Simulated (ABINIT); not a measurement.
# A GW chain in ABINIT: KCaCl3 (Pm-3m)

Aim: the G0W0 gap of KCaCl3 (Pm-3m) on PBEsol, step by step.

Calculated with ABINIT 10.8.3; PBEsol and many-body steps on it, plane waves.

## (1) Set-up

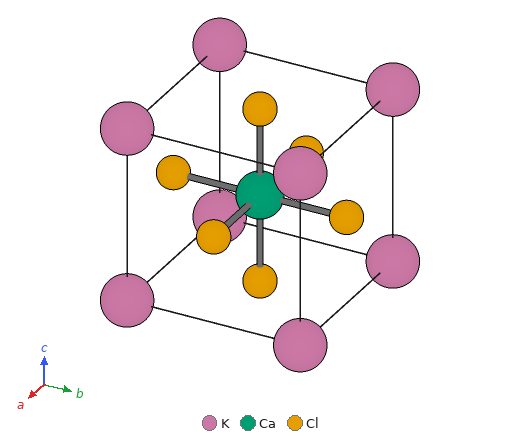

Start, viewed from a free direction; potassium pink, calcium teal, chlorine orange. Some periodic images of atoms are drawn too.

The cell and positions are those that the Materials Project relaxed with its own functionals (PBE, PBE+U or r2SCAN), kept fixed.

## (2) Ground state

This step: ABINIT 10.8.3; DFT, PBEsol, plane waves, norm-conserving pseudopotentials.

The ground-state density comes first.

Input file run.abi:

```
acell 3*1.0 Angstrom
rprim 
  5.393523000000 0.000000000000 0.000000000000
  0.000000000000 5.393523000000 0.000000000000
  0.000000000000 0.000000000000 5.393523000000
ntypat 3
znucl 19 20 17
natom 5
typat 1 2 3 3 3
xred 
  0.000000000000 0.000000000000 0.000000000000
  0.500000000000 0.500000000000 0.500000000000
  0.000000000000 0.500000000000 0.500000000000
  0.500000000000 0.000000000000 0.500000000000
  0.500000000000 0.500000000000 0.000000000000
pp_dirpath "pseudos"
pseudos "K.upf, Ca.upf, Cl.upf"
ecut 33
ngkpt 4 4 4
nshiftk 1
shiftk 0 0 0
kptopt 1
chksymbreak 0
nband 26
occopt 1
tolvrs 1e-10
nstep 60
prtwf 0
optforces 0
optstress 0
indata_prefix "in"
outdata_prefix "out"
tmpdata_prefix "tmp"
```

Launch:

```
OMP_NUM_THREADS=1 mpirun -n 4 abinit run.abi > log
```

Numbers of over 12 decimals in the logs are rounded to 6 here.

What it wrote:

```text
.Version 10.8.3 of ABINIT. v10.8.2 released Aug 2026.

 Symmetries : space group Pm -3 m (#221); Bravais cP (primitive cubic)
================================================================================
 Values of the parameters that define the memory need of the present run
     intxc =       0    ionmov =       0      iscf =       7    lmnmax =       6
     lnmax =       6     mgfft =      54  mpssoang =       3    mqgrid =    3001
     natom =       5  nloc_mem =       1    nspden =       1   nspinor =       1
    nsppol =       1      nsym =      48    n1xccc =    2501    ntypat =       3
    occopt =       1   xclevel =       2
-    mband =          26        mffmem =           1         mkmem =           3
       mpw =        9612          nfft =      157464          nkpt =          10
================================================================================
  Rough estimation (10% accuracy) of disk space for files :
================================================================================

--------------------------------------------------------------------------------
------------- Echo of variables that govern the present computation ------------
--------------------------------------------------------------------------------
 -outvars: echo values of preprocessed input variables --------
            acell      1.8897261259E+00  1.8897261259E+00  1.8897261259E+00 Bohr

      chksymbreak           0
             ecut      3.30000000E+01 Hartree
-          fftalg         312

              ixc     -116133
              kpt      0.00000000E+00  0.00000000E+00  0.00000000E+00
                       2.50000000E-01  0.00000000E+00  0.00000000E+00
                       5.00000000E-01  0.00000000E+00  0.00000000E+00
                       2.50000000E-01  2.50000000E-01  0.00000000E+00
                       5.00000000E-01  2.50000000E-01  0.00000000E+00
                       5.00000000E-01  5.00000000E-01  0.00000000E+00
                       2.50000000E-01  2.50000000E-01  2.50000000E-01
                       5.00000000E-01  2.50000000E-01  2.50000000E-01
                       5.00000000E-01  5.00000000E-01  2.50000000E-01
                       5.00000000E-01  5.00000000E-01  5.00000000E-01
         kptrlatt        4    0    0      0    4    0      0    0    4
          kptrlen      4.07691253E+01
P           mkmem           3
            natom           5
            nband          26
            ngfft          54      54      54
             nkpt          10
            nstep          60
             nsym          48
           ntypat           3
              occ      2.000000  2.000000  2.000000  2.000000  2.000000  2.000000
                       2.000000  2.000000  2.000000  2.000000  2.000000  2.000000
                       2.000000  2.000000  2.000000  2.000000  2.000000  2.000000
                       2.000000  2.000000  0.000000  0.000000  0.000000  0.000000
                       0.000000  0.000000
        optforces           0
        optstress           0
            prtwf           0
            rprim      5.3935230000E+00  0.0000000000E+00  0.0000000000E+00
                       0.0000000000E+00  5.3935230000E+00  0.0000000000E+00
[...]
spgroup         221

           tolvrs      1.00000000E-10

             xred      0.0000000000E+00  0.0000000000E+00  0.0000000000E+00
[...]
znucl       19.00000   20.00000   17.00000

================================================================================

 chkinp: Checking input parameters for consistency.

================================================================================
== DATASET  1 ==================================================================
-   mpi_nproc: 4, omp_nthreads: 1 (-1 if OMP is not activated)

--- !DatasetInfo
iteration_state: {dtset: 1, }
dimensions: {natom: 5, nkpt: 10, mband: 26, nsppol: 1, nspinor: 1, nspden: 1, mpw: 9612, }
cutoff_energies: {ecut:  33.0, pawecutdg:  -1.0, }
electrons: {nelect:   4.00000000E+01, charge:   0.00000000E+00, occopt:   1.00000000E+00, tsmear:   1.00000000E-02, }

 Real(R)+Recip(G) space primitive vectors, cartesian coordinates (Bohr,Bohr^-1):
 R(1)= 10.1922813  0.0000000  0.0000000  G(1)=  0.0981135  0.0000000  0.0000000
 R(2)=  0.0000000 10.1922813  0.0000000  G(2)=  0.0000000  0.0981135  0.0000000
 R(3)=  0.0000000  0.0000000 10.1922813  G(3)=  0.0000000  0.0000000  0.0981135
 Unit cell volume ucvol=  1.0588007E+03 bohr^3
 Angles (23,13,12)=  9.00000000E+01  9.00000000E+01  9.00000000E+01 degrees

 getcut: wavevector=  0.0000  0.0000  0.0000  ngfft=  54  54  54
         ecut(hartree)=     33.000   => boxcut(ratio)=   2.04880

--- Pseudopotential description ------------------------------------------------
- K Generated using ONCVPSP code by D. R. Hamann
- 19.00000   9.00000  180301                  znucl, zion, pspdat
12 -116133 2 -1 2250                          pspcod,pspxc,lmax,lloc,mmax
     nproj     2     2     2
  pspatm : epsatm=    8.32504554
         --- l  ekb(1:nproj) -->
[...]
pspatm: atomic psp has been read  and splines computed

- Ca Generated using ONCVPSP code by D. R. Hamann
- 20.00000  10.00000  180301                  znucl, zion, pspdat
12 -116133 2 -1 1746                          pspcod,pspxc,lmax,lloc,mmax
     nproj     2     2     2
  pspatm : epsatm=   12.46101000
         --- l  ekb(1:nproj) -->
[...]
pspatm: atomic psp has been read  and splines computed

- Cl Generated using ONCVPSP code by D. R. Hamann
- 17.00000   7.00000  180301                  znucl, zion, pspdat
12 -116133 2 -1 1028                          pspcod,pspxc,lmax,lloc,mmax
     nproj     2     2     2
  pspatm : epsatm=    8.95520293
         --- l  ekb(1:nproj) -->
[...]
pspatm: atomic psp has been read  and splines computed

   1.90606657E+03                                ecore*ucvol(ha*bohr**3)
--------------------------------------------------------------------------------

_setup2: Arith. and geom. avg. npw (full set) are    9588.203    9588.184

================================================================================

--- !BeginCycle
iteration_state: {dtset: 1, }
solver: {iscf: 7, nstep: 60, nline: 4, wfoptalg: 0, }
tolerances: {tolvrs: 1.00E-10, }

     iter   Etot(hartree)      deltaE(h)  residm     vres2
 ETOT  1  -118.05419337941    -1.181E+02 4.837E-02 2.267E+02
 ETOT  2  -118.11323207460    -5.904E-02 1.996E-02 5.111E+01
 ETOT  3  -118.11812213072    -4.890E-03 5.363E-03 1.532E+01
 ETOT  4  -118.11855682368    -4.347E-04 2.629E-03 2.458E+00
 ETOT  5  -118.11862242486    -6.560E-05 1.057E-03 1.581E-01
 ETOT  6  -118.11862701570    -4.591E-06 3.692E-04 9.177E-03
 ETOT  7  -118.11862743328    -4.176E-07 4.933E-04 3.692E-04
 ETOT  8  -118.11862744787    -1.459E-08 2.162E-04 4.068E-05
 ETOT  9  -118.11862744976    -1.887E-09 3.461E-04 2.353E-07
 ETOT 10  -118.11862744978    -2.792E-11 1.526E-04 7.216E-09
 ETOT 11  -118.11862744979    -9.436E-12 2.869E-04 3.863E-10
 ETOT 12  -118.11862744979     3.837E-12 3.907E-04 2.847E-11

 At SCF step   12       vres2   =  2.85E-11 < tolvrs=  1.00E-10 =>converged.

--- !ResultsGS
iteration_state: {dtset: 1, }
comment   : Summary of ground state results
lattice_vectors:
- [ 10.1922813,   0.0000000,   0.0000000, ]
- [  0.0000000,  10.1922813,   0.0000000, ]
- [  0.0000000,   0.0000000,  10.1922813, ]
lattice_lengths: [  10.19228,   10.19228,   10.19228, ]
lattice_angles: [ 90.000,  90.000,  90.000, ] # degrees, (23, 13, 12)
lattice_volume:   1.0588007E+03
convergence: {deltae:  3.837E-12, res2:  2.847E-11, residm:  3.907E-04, diffor:  0.000E+00, }
etotal    :  -1.18118627E+02
entropy   :   0.00000000E+00
fermie    :  -4.14678118E-03
cartesian_stress_tensor: null
pressure_GPa: null
xred      :
- [  0.0000E+00,   0.0000E+00,   0.0000E+00,  K]
- [  5.0000E-01,   5.0000E-01,   5.0000E-01, Ca]
- [  0.0000E+00,   5.0000E-01,   5.0000E-01, Cl]
- [  5.0000E-01,   0.0000E+00,   5.0000E-01, Cl]
- [  5.0000E-01,   5.0000E-01,   0.0000E+00, Cl]
cartesian_forces: null
force_length_stats: {min: null, max: null, mean: null, }

 Integrated electronic density in atomic spheres:
 ------------------------------------------------
 Atom  Sphere_radius  Integrated_density
[...]
================================================================================

 ----iterations are completed or convergence reached----

 Mean square residual over all n,k,spin=   42.794E-07; max=  39.066E-05
 reduced coordinates (array xred) for    5 atoms
       0.000000000000      0.000000000000      0.000000000000
       0.500000000000      0.500000000000      0.500000000000
       0.000000000000      0.500000000000      0.500000000000
       0.500000000000      0.000000000000      0.500000000000
       0.500000000000      0.500000000000      0.000000000000
 rms dE/dt=  0.0000E+00; max dE/dt=  0.0000E+00; dE/dt below (all hartree)
    1       0.000000000000      0.000000000000      0.000000000000
    2       0.000000000000      0.000000000000      0.000000000000
    3       0.000000000000      0.000000000000      0.000000000000
    4       0.000000000000      0.000000000000      0.000000000000
    5       0.000000000000      0.000000000000      0.000000000000

 cartesian coordinates (angstrom) at end:
    1      0.000000     0.000000     0.000000
    2      2.696762     2.696762     2.696762
    3      0.000000     2.696762     2.696762
    4      2.696762     0.000000     2.696762
    5      2.696762     2.696762     0.000000
 length scales=  1.889726125908  1.889726125908  1.889726125908 bohr
              =  1.000000000000  1.000000000000  1.000000000000 angstroms
 prteigrs : about to open file out_EIG
 Fermi (or HOMO) energy (hartree) =  -0.00415   Average Vxc (hartree)=  -0.28698
 Eigenvalues (hartree) for nkpt=  10  k points:
 kpt#   1, nband= 26, wtk=  0.01563, kpt=  0.0000  0.0000  0.0000 (reduced coord)
  -1.39911   -1.04078   -0.70583   -0.70583   -0.70583   -0.47620   -0.46303   -0.46303
  -0.43498   -0.43498   -0.43498   -0.06434   -0.06434   -0.06434   -0.02313   -0.02313
  -0.02313   -0.01477   -0.01477   -0.01477    0.16661    0.19958    0.19958    0.19958
   0.25000    0.25518
 prteigrs : prtvol=0 or 1, do not print more k-points.

--- !EnergyTerms
iteration_state     : {dtset: 1, }
comment             : Components of total free energy in Hartree
kinetic             :  4.02080669315013E+01
hartree             :  2.84055417453112E+01
xc                  : -2.69841401597466E+01
Ewald energy        : -7.39151538935242E+01
psp_core            :  1.80021285270599E+00
local_psp           : -1.01825468303419E+02
non_local_psp       :  1.41923133773804E+01
total_energy        : -1.18118627449791E+02
total_energy_eV     : -3.21417159438139E+03
band_energy         : -1.52742376143953E+01

== END DATASET(S) ==============================================================
================================================================================

 -outvars: echo values of variables after computation  --------
           etotal     -1.1811862745E+02
            nband          26
             nkpt          10
          spgroup         221
 [... the other variables as echoed above ...]

 Calculation completed.
```

Elapsed: 38 s, on 4 MPI ranks of Arm Neoverse V1, shared host; peak memory 0.41 GiB.

Numbers from this step:

- total energy: -3214.1716 eV
- gap: 4.647 eV
- k of the valence top: 0.5, 0.5, 0.5
- k of the conduction bottom: 0, 0, 0
- least direct gap: 4.936 eV

The gap is indirect, with the least direct gap 0.29 eV higher.

## (3) Empty states on the mesh, 2×2×2 mesh, 135 bands

The sums over transitions need many empty states on a uniform mesh; this step solves for them.

Changes to run.abi since step 2:

```diff
@@ -18,3 +18,3 @@
 ecut 33
-ngkpt 4 4 4
+ngkpt 2 2 2
 nshiftk 1
@@ -23,9 +23,10 @@
 chksymbreak 0
-nband 26
-occopt 1
-tolvrs 1e-10
+iscf -2
+irdden 1
+istwfk *1
+nband 135
+nbdbuf 12
+tolwfr 1e-09
 nstep 60
-prtwf 0
-optforces 0
-optstress 0
+prtvol 0
 indata_prefix "in"
```

What it wrote:

```text
.Version 10.8.3 of ABINIT. v10.8.2 released Aug 2026.

 Symmetries : space group Pm -3 m (#221); Bravais cP (primitive cubic)
[... echo of the input left out ...]
== DATASET  1 ==================================================================
-   mpi_nproc: 4, omp_nthreads: 1 (-1 if OMP is not activated)

--- !DatasetInfo
iteration_state: {dtset: 1, }
dimensions: {natom: 5, nkpt: 4, mband: 135, nsppol: 1, nspinor: 1, nspden: 1, mpw: 9627, }
cutoff_energies: {ecut:  33.0, pawecutdg:  -1.0, }
electrons: {nelect:   4.00000000E+01, charge:   0.00000000E+00, occopt:   1.00000000E+00, tsmear:   1.00000000E-02, }

 Real(R)+Recip(G) space primitive vectors, cartesian coordinates (Bohr,Bohr^-1):
 R(1)= 10.1922813  0.0000000  0.0000000  G(1)=  0.0981135  0.0000000  0.0000000
 R(2)=  0.0000000 10.1922813  0.0000000  G(2)=  0.0000000  0.0981135  0.0000000
 R(3)=  0.0000000  0.0000000 10.1922813  G(3)=  0.0000000  0.0000000  0.0981135
 Unit cell volume ucvol=  1.0588007E+03 bohr^3
 Angles (23,13,12)=  9.00000000E+01  9.00000000E+01  9.00000000E+01 degrees

 getcut: wavevector=  0.0000  0.0000  0.0000  ngfft=  54  54  54
         ecut(hartree)=     33.000   => boxcut(ratio)=   2.04880

--- Pseudopotential description ------------------------------------------------
- K Generated using ONCVPSP code by D. R. Hamann
- 19.00000   9.00000  180301                  znucl, zion, pspdat
12 -116133 2 -1 2250                          pspcod,pspxc,lmax,lloc,mmax
     nproj     2     2     2
  pspatm : epsatm=    8.32504554
         --- l  ekb(1:nproj) -->
             0   10.921326    0.816676
             1    4.431000    0.560368
             2   -3.384038   -1.043186
 pspatm: atomic psp has been read  and splines computed

- Ca Generated using ONCVPSP code by D. R. Hamann
- 20.00000  10.00000  180301                  znucl, zion, pspdat
12 -116133 2 -1 1746                          pspcod,pspxc,lmax,lloc,mmax
     nproj     2     2     2
  pspatm : epsatm=   12.46101000
         --- l  ekb(1:nproj) -->
[...]
pspatm: atomic psp has been read  and splines computed

- Cl Generated using ONCVPSP code by D. R. Hamann
- 17.00000   7.00000  180301                  znucl, zion, pspdat
12 -116133 2 -1 1028                          pspcod,pspxc,lmax,lloc,mmax
     nproj     2     2     2
  pspatm : epsatm=    8.95520293
         --- l  ekb(1:nproj) -->
[...]
pspatm: atomic psp has been read  and splines computed

--------------------------------------------------------------------------------

================================================================================
 prteigrs : about to open file out_EIG
 Non-SCF case, kpt    1 (  0.00000  0.00000  0.00000), residuals and eigenvalues=
  1.36E-10  2.83E-10  4.52E-10  7.01E-10  7.51E-10  6.96E-10  1.47E-10  4.90E-10
  3.35E-10  6.22E-10  9.78E-10  1.67E-10  2.28E-10  2.50E-10  1.99E-10  2.57E-10
  3.31E-10  1.55E-10  2.87E-10  6.75E-10  4.34E-10  2.04E-10  4.24E-10  9.14E-10
[...]
4.49E-07  2.70E-06  6.40E-07  3.93E-06  8.05E-05  9.54E-04  2.23E-04
 -1.3991E+00 -1.0408E+00 -7.0583E-01 -7.0583E-01 -7.0583E-01 -4.7620E-01
 -4.6303E-01 -4.6303E-01 -4.3498E-01 -4.3498E-01 -4.3498E-01 -6.4337E-02
 -6.4337E-02 -6.4337E-02 -2.3125E-02 -2.3125E-02 -2.3125E-02 -1.4766E-02
[...]
1.4678E+00  1.4924E+00  1.4924E+00  1.4924E+00  1.5308E+00  1.5308E+00
  1.5308E+00  1.5818E+00  1.5818E+00  1.5818E+00  1.5927E+00  1.5927E+00
[...]
prteigrs : prtvol=0 or 1, do not print more k-points.

--- !ResultsGS
iteration_state: {dtset: 1, }
comment   : Summary of ground state results
lattice_vectors:
- [ 10.1922813,   0.0000000,   0.0000000, ]
- [  0.0000000,  10.1922813,   0.0000000, ]
- [  0.0000000,   0.0000000,  10.1922813, ]
lattice_lengths: [  10.19228,   10.19228,   10.19228, ]
lattice_angles: [ 90.000,  90.000,  90.000, ] # degrees, (23, 13, 12)
lattice_volume:   1.0588007E+03
convergence: {deltae:  0.000E+00, res2:  0.000E+00, residm:  9.970E-10, diffor:  0.000E+00, }
etotal    :  -1.18118627E+02
entropy   :   0.00000000E+00
fermie    :  -4.14678118E-03
cartesian_stress_tensor: null
pressure_GPa: null
xred      :
- [  0.0000E+00,   0.0000E+00,   0.0000E+00,  K]
- [  5.0000E-01,   5.0000E-01,   5.0000E-01, Ca]
- [  0.0000E+00,   5.0000E-01,   5.0000E-01, Cl]
- [  5.0000E-01,   0.0000E+00,   5.0000E-01, Cl]
- [  5.0000E-01,   5.0000E-01,   0.0000E+00, Cl]
cartesian_forces: null
force_length_stats: {min: null, max: null, mean: null, }

 Integrated electronic density in atomic spheres:
 ------------------------------------------------
 Atom  Sphere_radius  Integrated_density
[...]
================================================================================

 ----iterations are completed or convergence reached----

 Mean square residual over all n,k,spin=   48.185E-11; max=  99.700E-11
 reduced coordinates (array xred) for    5 atoms
[...]
0.500000000000      0.000000000000      0.500000000000
       0.500000000000      0.500000000000      0.000000000000

 cartesian coordinates (angstrom) at end:
    1      0.000000     0.000000     0.000000
    2      2.696762     2.696762     2.696762
    3      0.000000     2.696762     2.696762
    4      2.696762     0.000000     2.696762
    5      2.696762     2.696762     0.000000
 length scales=  1.889726125908  1.889726125908  1.889726125908 bohr
              =  1.000000000000  1.000000000000  1.000000000000 angstroms
 prteigrs : about to open file out_EIG
 Eigenvalues (hartree) for nkpt=   4  k points:
 kpt#   1, nband=135, wtk=  0.12500, kpt=  0.0000  0.0000  0.0000 (reduced coord)
[...]
1.35618    1.37559    1.40355    1.40355    1.41092    1.44573    1.44573    1.44573
   1.46778    1.49236    1.49236    1.49236    1.53082    1.53082    1.53082    1.58183
   1.58183    1.58184    1.59268    1.59269    1.62647    1.63091    1.64619
 prteigrs : prtvol=0 or 1, do not print more k-points.

== END DATASET(S) ==============================================================
================================================================================

 -outvars: echo values of variables after computation  --------
            nband         135
             nkpt           4
          spgroup         221
 [... the other variables as echoed above ...]

 Calculation completed.
```

It took 48 s on 4 MPI ranks; peak memory 0.44 GiB; 3.2 min of CPU time.

This step gave:

```yaml
gap: 4.647 eV
k_of_the_valence_top: 0.5, 0.5, 0.5
k_of_the_conduction_bottom: 0, 0, 0
least_direct_gap: 4.936 eV
k_points_computed: 4
lowest_point_of_the_top_converged_band_above_the_valence_top: 39.34 eV
```

On this mesh the gap is 4.647 eV.

(Part 1 of 2 ends here.)

[Paths, hosts, dates, memory and timing lines, banners, echoed tables and standing remarks are left out of the program output.]

[Logs are printed without paths, hosts, clocks, repeated set-up lines and the standing remarks that a program may print on its own settings, such as how far it seeks lower states.]

[Runs of the session that timed out or met a known fault of the program may be left out.]

[Hosts, paths, dates, database ids (printed as entryN), source tags and the programs' standing remarks are cut or masked in the printed files.]

[G0W0 gaps are taken among the corrected bands and points alone; a level outside them can change the order at an edge.]

[Where Ansatz stands beside ABINIT at settings called matched, ABINIT's density can come from a denser mesh and the files from another edition; pairs whose starting gaps differed by over 0.03 eV were left out, so agreement reads better than it is.]
